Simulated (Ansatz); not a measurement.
Geometry relaxation, with input and output: Si$_{2}$H$_{8}$O (part 2 of 2)

The same run, continued: Si$_{2}$H$_{8}$O; RKS PBE0-D4/def2-TZVP (Ansatz 0.2.0). The geometry is a transition state displaced along its imaginary mode. The reaction was set up to form Si1–H7 and O2–H6 and to break Si1–O2 and H6–H7 (atoms counted from 1 in the order of the input); sticks are drawn by distance alone.

Geometry of the input (Å):
```
Si -0.2576  -0.6488  -0.2404
O  0.9014  -0.7958  -1.5672
H  -0.2885  -1.8313  0.7420
H  -1.4290  -0.8618  -1.1333
Si -0.6738  1.3668  0.9070
H  1.5772  -0.6683  -0.3908
H  1.5994  -0.4636  0.3889
H  0.8904  -1.5808  -2.1133
H  -0.1167  2.4803  0.1121
H  -2.1412  1.5976  1.0355
H  -0.0616  1.4057  2.2596
```

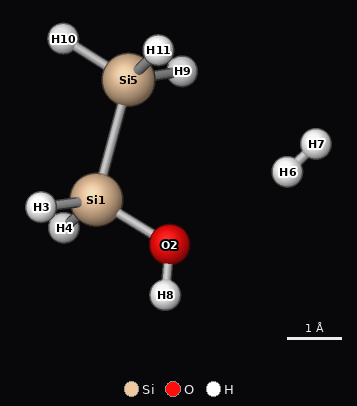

**Figure 1.** The geometry at step 49 of the log (ball-and-stick view, seen at a tilt; atoms are numbered from 1 in the order of the input).

Log, continued
```
relax step  40: F+E_penalty+E_count = -17925.28022909 eV  Δ(F+E_penalty+E_count) = -2.865e-4 eV  max|allowed force component| = 6.046e-2 eV/Å  Δτ_max = 0.0948 Å  (27 SCF iters, accepted)
relax step  41: F+E_penalty+E_count = -17925.28052182 eV  Δ(F+E_penalty+E_count) = -2.927e-4 eV  max|allowed force component| = 4.976e-2 eV/Å  Δτ_max = 0.0053 Å  (22 SCF iters, accepted)
relax step  42: F+E_penalty+E_count = -17925.28115112 eV  Δ(F+E_penalty+E_count) = -6.293e-4 eV  max|allowed force component| = 2.112e-2 eV/Å  Δτ_max = 0.0666 Å  (28 SCF iters, accepted)
relax step  43: F+E_penalty+E_count = -17925.28161232 eV  Δ(F+E_penalty+E_count) = -4.612e-4 eV  max|allowed force component| = 2.795e-2 eV/Å  Δτ_max = 0.1216 Å  (28 SCF iters, accepted)
relax step  44: F+E_penalty+E_count = -17925.28163843 eV  Δ(F+E_penalty+E_count) = -2.611e-5 eV  max|allowed force component| = 3.394e-2 eV/Å  Δτ_max = 0.0913 Å  (28 SCF iters, accepted)
relax step  45: F+E_penalty+E_count = -17925.28185101 eV  Δ(F+E_penalty+E_count) = -2.126e-4 eV  max|allowed force component| = 1.393e-2 eV/Å  Δτ_max = 0.0192 Å  (29 SCF iters, accepted)
relax step  46: F+E_penalty+E_count = -17925.28191353 eV  Δ(F+E_penalty+E_count) = -6.252e-5 eV  max|allowed force component| = 5.654e-3 eV/Å  Δτ_max = 0.0134 Å  (30 SCF iters, accepted)
relax step  47: F+E_penalty+E_count = -17925.28194021 eV  Δ(F+E_penalty+E_count) = -2.668e-5 eV  max|allowed force component| = 6.194e-3 eV/Å  Δτ_max = 0.0120 Å  (30 SCF iters, accepted)
relax step  48: F+E_penalty+E_count = -17925.28197395 eV  Δ(F+E_penalty+E_count) = -3.374e-5 eV  max|allowed force component| = 9.914e-3 eV/Å  Δτ_max = 0.0385 Å  (29 SCF iters, accepted)
the calculation of the forces begins
reference -17925.12183377 eV, -658.7360773072 hartree; 22, 22 occupied and 131, 131 virtual orbitals, 1039 factors
relax step  49: F+E_penalty+E_count = -17925.28198278 eV  Δ(F+E_penalty+E_count) = -8.829e-6 eV  max|allowed force component| = 4.915e-3 eV/Å  Δτ_max = 0.0046 Å  (21 SCF iters, accepted)
1039 factors; their error is unknown
mean field evaluation 352: about -17920.9050 eV, gradient 5.1e1 eV
mean field -17925.12179667 eV, -658.7360759438 hartree, gradient 1.7e-5 eV, S^2 0.000000; 1 other end points of the search recorded, 0 dependent functions left out
the calculation of the forces begins
reference -17925.12183377 eV, -658.7360773072 hartree; 22, 22 occupied and 131, 131 virtual orbitals, 1039 factors
Total energy: -17925.28201988 eV, -658.7419640381 hartree
Atom 0 at    -0.906186    -0.752991    -0.574414 Å, force     0.001265     0.003738    -0.002394 eV/Å
Atom 1 at     0.622805    -1.263189    -0.951155 Å, force     0.003003     0.000049     0.001118 eV/Å
Atom 2 at    -1.677777    -1.833347     0.107289 Å, force    -0.001637    -0.001552     0.001763 eV/Å
Atom 3 at    -1.669009    -0.393760    -1.805959 Å, force    -0.000517    -0.000508    -0.000672 eV/Å
Atom 4 at    -0.698891     1.108485     0.825700 Å, force    -0.001211    -0.001673    -0.000028 eV/Å
Atom 5 at     2.598114     0.070539     0.077983 Å, force     0.003583     0.004733     0.004166 eV/Å
Atom 6 at     3.045373     0.543999     0.445461 Å, force    -0.003575    -0.004915    -0.004197 eV/Å
Atom 7 at     0.707789    -2.028327    -1.521848 Å, force    -0.000994    -0.000349    -0.000700 eV/Å
Atom 8 at     0.032777     2.209195     0.145036 Å, force     0.000198    -0.000212    -0.001003 eV/Å
Atom 9 at    -2.067036     1.585716     1.169612 Å, force    -0.000857     0.000613     0.000790 eV/Å
Atom 10 at     0.012040     0.753678     2.082197 Å, force     0.000741     0.000075     0.001155 eV/Å
Dipole moment:    -0.078961    -0.225920    -0.168843 e Å
```

Trajectory as extended XYZ (Å, eV, eV/Å), 9 of the 49 frames kept, from step=1 to step=49
```
11
Properties=species:S:1:pos:R:3:forces:R:3 step=1 energy=-17923.63724
Si   -0.2576   -0.6488   -0.2404   -0.4435  -0.9894  -0.5632
O     0.9014   -0.7958   -1.5672   -1.0569   0.1772  -0.5550
H    -0.2885   -1.8313    0.7420    0.1682   0.6031  -0.5565
H    -1.4290   -0.8618   -1.1333   -0.3923   0.0193   0.1072
Si   -0.6738    1.3668    0.9070    0.0994  -0.0632  -0.1979
H     1.5772   -0.6683   -0.3908    1.4662   0.1949   0.9371
H     1.5994   -0.4636    0.3889    0.3744   0.2665   1.1486
H     0.8904   -1.5808   -2.1133   -0.3799  -0.1853  -0.2270
H    -0.1167    2.4803    0.1121    0.0827   0.1892  -0.0846
H    -2.1412    1.5976    1.0355    0.0420  -0.1224  -0.0152
H    -0.0616    1.4057    2.2596    0.0397  -0.0901   0.0063
11
Properties=species:S:1:pos:R:3:forces:R:3 step=7 energy=-17925.23327
Si   -0.6439   -0.7516   -0.4542    0.0408  -0.0424  -0.1901
O     0.5916   -0.6642   -1.5565   -0.0724   0.3540   0.3083
H    -0.4562   -1.8955    0.4804   -0.0186  -0.0513   0.0190
H    -1.9360   -0.9679   -1.1673   -0.0320  -0.0116   0.0288
Si   -0.6773    1.2682    0.7143   -0.0353   0.0737   0.0360
H     2.2440   -0.4349    0.2491    0.0238   0.0092  -0.0112
H     2.2713   -0.2985    0.9825    0.0586  -0.0007   0.0671
H     0.7069   -1.3925   -2.1551    0.0314  -0.3649  -0.2834
H    -0.1486    2.3660   -0.1358    0.0008   0.0173  -0.0160
H    -2.0839    1.5841    1.0851   -0.0025   0.0098   0.0226
H     0.1320    1.1867    1.9574    0.0054   0.0069   0.0190
11
Properties=species:S:1:pos:R:3:forces:R:3 step=13 energy=-17925.26248
Si   -0.7917   -0.7193   -0.5280    0.0585  -0.1480   0.0101
O     0.5838   -0.7174   -1.4587   -0.1070  -0.1300  -0.0014
H    -0.8131   -1.8964    0.4058   -0.0094   0.1148  -0.1309
H    -2.0219   -0.8235   -1.3816    0.1285   0.0305   0.0786
Si   -0.7796    1.2755    0.6927   -0.0487   0.1124   0.0100
H     2.5923   -0.4092    0.3627    0.1641   0.0205   0.4134
H     2.8916   -0.3702    1.0605   -0.1682  -0.0216  -0.4175
H     0.7336   -1.4819   -2.0217   -0.0193   0.1072   0.0787
H    -0.4469    2.4193   -0.2087   -0.0378  -0.0721   0.0893
H    -2.1479    1.4848    1.2581    0.1052   0.0024  -0.0272
H     0.1998    1.2383    1.8188   -0.0658  -0.0162  -0.1033
11
Properties=species:S:1:pos:R:3:forces:R:3 step=19 energy=-17925.27671
Si   -0.8218   -0.7013   -0.5446    0.0020   0.0062   0.0036
O     0.6391   -0.7918   -1.3188   -0.0100  -0.0030   0.0023
H    -1.0280   -1.8769    0.3509   -0.0034  -0.0030   0.0010
H    -1.9465   -0.7066   -1.5258   -0.0010   0.0005   0.0001
Si   -0.8236    1.2833    0.6916   -0.0019  -0.0022  -0.0007
H     2.6224   -0.4437    0.3832    0.0096   0.0025   0.0119
H     3.0908   -0.3607    0.9604   -0.0073  -0.0024  -0.0134
H     0.7865   -1.5456   -1.8920    0.0114  -0.0021  -0.0046
H    -0.6412    2.4578   -0.2020   -0.0001   0.0025   0.0015
H    -2.1353    1.4097    1.3852    0.0011   0.0002  -0.0019
H     0.2576    1.2757    1.7119   -0.0003   0.0008   0.0003
11
Properties=species:S:1:pos:R:3:forces:R:3 step=25 energy=-17925.27731
Si   -0.8496   -0.6975   -0.5420    0.0038   0.0022  -0.0034
O     0.6451   -0.8236   -1.2420    0.0059   0.0142   0.0069
H    -1.1324   -1.8711    0.3345   -0.0032  -0.0073   0.0053
H    -1.9242   -0.6665   -1.5769   -0.0034   0.0003  -0.0040
Si   -0.8582    1.2798    0.7055    0.0009   0.0095   0.0085
H     2.6935   -0.4234    0.3348    0.0068   0.0014   0.0057
H     3.2385   -0.3446    0.8408   -0.0068   0.0004  -0.0057
H     0.8142   -1.5836   -1.8003   -0.0055  -0.0105  -0.0047
H    -0.6103    2.4566   -0.1700   -0.0009  -0.0068   0.0044
H    -2.1952    1.4336    1.3442    0.0089  -0.0022  -0.0053
H     0.1785    1.2405    1.7713   -0.0066  -0.0012  -0.0077
11
Properties=species:S:1:pos:R:3:forces:R:3 step=31 energy=-17925.27808
Si   -0.8805   -0.7124   -0.5529    0.0308  -0.0211  -0.0099
O     0.6398   -0.9268   -1.1775   -0.0548  -0.0124   0.0049
H    -1.2845   -1.8807    0.2855    0.0054   0.0181  -0.0097
H    -1.8956   -0.5971   -1.6422    0.0123   0.0024   0.0092
Si   -0.8271    1.2420    0.7297    0.0068  -0.0043  -0.0107
H     2.7047   -0.2999    0.2915    0.0325   0.0081   0.0270
H     3.2571   -0.1342    0.7691   -0.0333  -0.0071  -0.0282
H     0.7800   -1.6922   -1.7377    0.0076   0.0152   0.0086
H    -0.4640    2.4132   -0.1118   -0.0007  -0.0012   0.0031
H    -2.1817    1.4676    1.3044   -0.0045   0.0030   0.0035
H     0.1517    1.1203    1.8420   -0.0021  -0.0005   0.0021
11
Properties=species:S:1:pos:R:3:forces:R:3 step=37 energy=-17925.27925
Si   -0.8977   -0.7334   -0.5609    0.0498  -0.0331  -0.0431
O     0.6330   -1.0473   -1.1156   -0.0674   0.0053   0.0186
H    -1.4262   -1.8852    0.2290    0.0078   0.0213   0.0067
H    -1.8451   -0.5298   -1.6971    0.0091   0.0098   0.0095
Si   -0.7725    1.1929    0.7585   -0.0028   0.0285   0.0313
H     2.6703   -0.1666    0.2289    0.0352   0.0229   0.0318
H     3.1831    0.1334    0.6852   -0.0353  -0.0204  -0.0329
H     0.7462   -1.8117   -1.6829    0.0067   0.0050   0.0034
H    -0.2665    2.3495   -0.0294   -0.0041  -0.0260  -0.0006
H    -2.1406    1.5170    1.2517    0.0081  -0.0071  -0.0094
H     0.1159    0.9812    1.9326   -0.0072  -0.0061  -0.0152
11
Properties=species:S:1:pos:R:3:forces:R:3 step=43 energy=-17925.28161
Si   -0.9072   -0.7539   -0.5698    0.0004  -0.0251  -0.0135
O     0.6240   -1.2103   -1.0064   -0.0279   0.0123   0.0121
H    -1.6116   -1.8584    0.1490    0.0148   0.0218  -0.0134
H    -1.7337   -0.4307   -1.7714    0.0156  -0.0050   0.0143
Si   -0.7090    1.1243    0.8093    0.0081   0.0120   0.0103
H     2.6019    0.0357    0.1177    0.0219   0.0166   0.0164
H     3.0744    0.4605    0.5136   -0.0220  -0.0165  -0.0176
H     0.7152   -1.9757   -1.5759   -0.0055  -0.0003   0.0008
H     0.0004    2.2267    0.1059   -0.0089  -0.0131   0.0073
H    -2.0785    1.5892    1.1676    0.0108  -0.0066  -0.0037
H     0.0241    0.7926    2.0604   -0.0071   0.0040  -0.0132
11
Properties=species:S:1:pos:R:3:forces:R:3 step=49 energy=-17925.28198
Si   -0.9062   -0.7530   -0.5744    0.0013   0.0037  -0.0024
O     0.6228   -1.2632   -0.9512    0.0030   0.0000   0.0011
H    -1.6778   -1.8333    0.1073   -0.0016  -0.0016   0.0018
H    -1.6690   -0.3938   -1.8060   -0.0005  -0.0005  -0.0007
Si   -0.6989    1.1085    0.8257   -0.0012  -0.0017   0.0000
H     2.5981    0.0705    0.0780    0.0036   0.0047   0.0042
H     3.0454    0.5440    0.4455   -0.0036  -0.0049  -0.0042
H     0.7078   -2.0283   -1.5218   -0.0010  -0.0003  -0.0007
H     0.0328    2.2092    0.1450    0.0002  -0.0002  -0.0010
H    -2.0670    1.5857    1.1696   -0.0009   0.0006   0.0008
H     0.0120    0.7537    2.0822    0.0007   0.0001   0.0012
```

Summary

| quantity | value |
| --- | --- |
| outcome | converged |
| total energy | −17925.2820 eV |
| mean-field energy | −17925.1218 eV |
| dispersion energy | −0.1602 eV |
| SCF solution under orbital rotations | stable |
| largest force (length of the vector) at the end | 0.007 eV/Å |
| dipole moment | 1.41 D |
| hardware | 4 threads of Arm Neoverse V1, 23 GiB of memory available, shared host |
| wall time | 88 s (CPU time 5.5 min) |
| peak memory | 0.33 GiB |
